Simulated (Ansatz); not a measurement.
H$_{6}$C$_{3}$F$_{4}$: several calculations on one system

### Relaxation

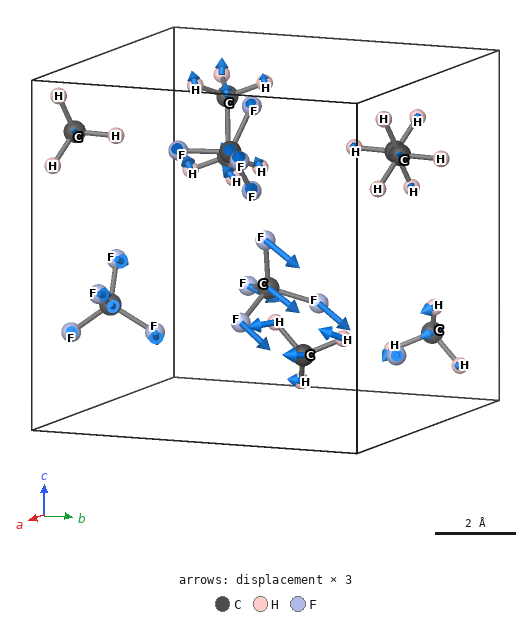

A relaxation of an amorphous cell of composition H6C3F4. The starting structure is drawn; blue arrows show the displacements, magnified 3 times.

Style: ball-and-stick. Shown: the cell of the calculation (origin shifted), from a free direction.

The cell holds 3 C2H6 + 3 CF4. The run prepares the start of a later molecular dynamics calculation, from a guessed geometry.

Theory: DFT PBE-D3(BJ), scalar-relativistic, plane waves, PAW (Ansatz). (plane-wave cutoff 420 eV; k-point mesh 1 × 1 × 1; occupations fermi dirac; smearing width 0.02 eV; no spin polarisation; atoms relaxed in a fixed cell; force threshold 0.3 eV/Å; at most 15 steps)

### What happened in the run?

Over 2 geometry steps the energy falls by 10.5 meV per atom. The largest force component goes from 0.44 to 0.07 eV/Å. The atom that moves furthest is an F atom (0.39 Å along [0 3 −2]). Largest moves by element: F 0.39 Å, C 0.34 Å, H 0.25 Å. The lattice vectors keep their values. Among the contacts that change: C–H 1.093 → 1.099 Å, C–F 1.329 → 1.336 Å.

### Dynamics

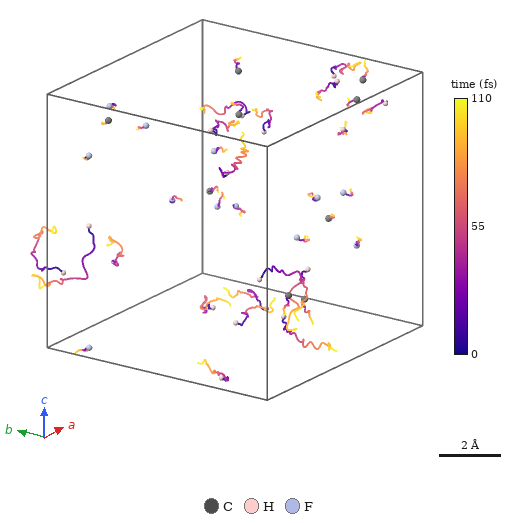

First-principles dynamics of a periodic cell with 3 C2H6 + 3 CF4 at 0.824 g/cm³, 110 fs long. Lines trace each atom's path, coloured by time; spheres stand at the starting positions. Seen from a free direction in the simulation cell.

Method: DFT PBE-D3(BJ), scalar-relativistic, plane waves, PAW in Ansatz 0.2.0. Set-up: plane-wave cutoff 420 eV; k-point mesh 1 × 1 × 1; Fermi-Dirac smearing 0.02 eV; Langevin thermostat (NVT); set temperature 1000 K; time step 0.5 fs; friction 0.02 per fs.

Q: Describe the motion.

A: Root-mean-square distances from the starting positions over the second half, with the common drift of all atoms taken out: H 1.32 Å, C 0.47 Å, F 0.41 Å. The heavy atoms stay within a fraction of a molecule's size of their starting places, while the hydrogen atoms travel further, as molecules turn; so short a run doesn't tell a liquid from a solid. The mean temperature in the second half is 791 K (standard deviation 56 K). The potential energy in the second half lies on average 75.5 meV per atom above the first frame.

Cost: 7.4 min on 1 thread of Intel(R) Xeon(R) 6975P-C (Granite Rapids) (shared host), peak memory 0.62 GiB.

### Dynamics

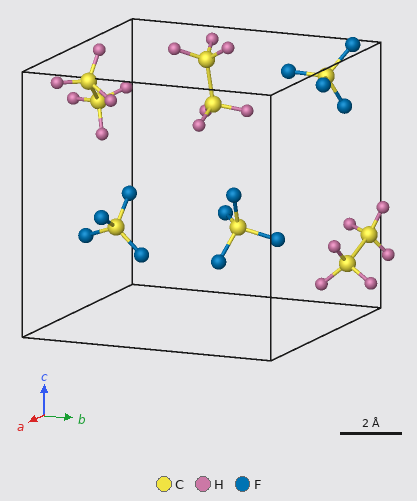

Starting frame of a dynamics run of a periodic cell with 3 C2H6 + 3 CF4 at 0.824 g/cm³. It starts from the last geometry of an earlier run, with fresh velocities. A ball-and-stick model of the simulation cell, seen slightly off an axis.

These are results of DFT PBE-D3(BJ), scalar-relativistic, plane waves, PAW in Ansatz, not measurements.

Input file:
```yaml
crystal:
  lattice:
    - [8.936591, 0.0, 0.0]
    - [0.0, 8.936591, 0.0]
    - [0.0, 0.0, 8.936591]
  atoms:
    - { symbol: C, position: [0.10811613, -0.0018562, 0.29416902] }
    - { symbol: C, position: [0.25730297, -0.02315439, 0.21317884] }
    - { symbol: H, position: [0.03884098, -0.11093274, 0.31043874] }
    - { symbol: H, position: [0.09489913, 0.04791476, 0.39911758] }
    - { symbol: H, position: [0.04716871, 0.04813041, 0.21116129] }
    - { symbol: H, position: [0.35306083, -0.03337511, 0.29575242] }
    - { symbol: H, position: [0.26492574, -0.12423866, 0.12850973] }
    - { symbol: H, position: [0.29704389, 0.08892469, 0.15654298] }
    - { symbol: C, position: [0.99403131, 0.26156927, 0.9838559] }
    - { symbol: C, position: [0.85001684, 0.23820083, 0.87897338] }
    - { symbol: H, position: [1.04044245, 0.37129466, 0.93018731] }
    - { symbol: H, position: [0.9425365, 0.28145584, 1.09388732] }
    - { symbol: H, position: [1.07339814, 0.16979075, 0.98597722] }
    - { symbol: H, position: [0.81137579, 0.11908494, 0.87031997] }
    - { symbol: H, position: [0.7538315, 0.30700869, 0.91696856] }
    - { symbol: H, position: [0.88844832, 0.26873756, 0.76466206] }
    - { symbol: C, position: [0.65299104, 0.58550411, 1.02632182] }
    - { symbol: C, position: [0.61997922, 0.59732393, 0.85259517] }
    - { symbol: H, position: [0.54769521, 0.56116935, 1.08006421] }
    - { symbol: H, position: [0.731525, 0.49047867, 1.07372348] }
    - { symbol: H, position: [0.68703831, 0.6866261, 1.08559511] }
    - { symbol: H, position: [0.73506434, 0.59121523, 0.79492418] }
    - { symbol: H, position: [0.52684523, 0.52604659, 0.80315283] }
    - { symbol: H, position: [0.56611965, 0.70978956, 0.82639665] }
    - { symbol: C, position: [0.10371964, 0.82343676, 0.87499193] }
    - { symbol: F, position: [0.11156079, 0.67564207, 0.88153289] }
    - { symbol: F, position: [0.03791279, 0.86825733, 0.75270442] }
    - { symbol: F, position: [0.01405907, 0.89054881, 0.98170096] }
    - { symbol: F, position: [0.2464612, 0.87507581, 0.87485974] }
    - { symbol: C, position: [0.83920178, 0.30352834, 0.40742225] }
    - { symbol: F, position: [0.80725137, 0.16785989, 0.35699622] }
    - { symbol: F, position: [0.96618261, 0.30101654, 0.46825233] }
    - { symbol: F, position: [0.81659154, 0.3962015, 0.30583322] }
    - { symbol: F, position: [0.7388198, 0.31261509, 0.51552922] }
    - { symbol: C, position: [0.7545062, 0.75722773, 0.43020179] }
    - { symbol: F, position: [0.64863282, 0.6590898, 0.45444055] }
    - { symbol: F, position: [0.84584181, 0.71925162, 0.31402074] }
    - { symbol: F, position: [0.70518831, 0.89360375, 0.38570584] }
    - { symbol: F, position: [0.83398075, 0.77481855, 0.56792632] }
basis:
  ecutwfc: 420.0
kpoints:
  mp_grid: { grid: [1, 1, 1] }
hamiltonian:
  xc: pbe
  dispersion: d3bj
scf:
  occupations: { method: fermi_dirac, width: 0.02 }
  lower_state_search: "off"
md:
  timestep: 0.5
  n_steps: 350
  ensemble: nve
  temperature: 1000.0
  initial_velocities: maxwell_boltzmann
  seed: 964499
```

Run as
```bash
ansatz run input.yaml --threads 1 --pin off --max-ram 3072MiB --backend cpu --events-out ev --progress --plain --runs-dir out
```

### What does the trajectory do?

Over the second half the temperature averages 941 K (spread ±75 K). The potential energy in the second half lies on average 7.4 meV per atom above the first frame. In the second half of the run the atoms are, in the root-mean-square, this far from where they began (common drift taken out): H 2.14 Å, C 0.97 Å, F 0.64 Å. The heavy atoms stay within a fraction of a molecule's size of their starting places, while the hydrogen atoms travel further, as molecules turn; so short a run doesn't tell a liquid from a solid. The total energy stays between −0.14 and 0.3 meV per atom of its start. A straight-line fit has a slope that amounts to +0.01 meV per atom over 175 fs (under 0.1 % of the mean kinetic energy), and the ripple about it is 1.0 % of the kinetic energy's fluctuation. With a drift under 2 % and a ripple under 7 %, the integration is accurate.

Along the run (each row but the first and the last is the mean over the interval that it begins):

```csv
time (fs),potential energy (meV/atom),T (K)
0.0,0.0,1000
17.5,4.6,964
35.0,11.1,913
52.5,8.0,937
70.0,14.1,888
87.5,10.5,917
105.0,7.7,939
122.5,11.8,907
140.0,4.6,964
157.5,2.8,978
175.0,-4.1,1033
```

The paths of the atoms:

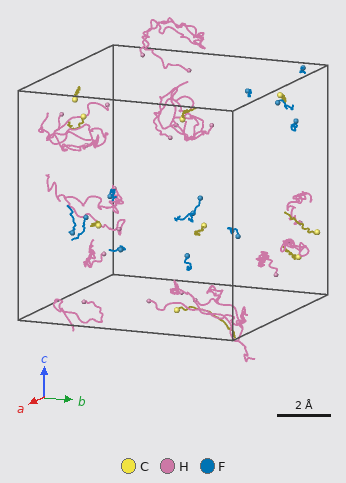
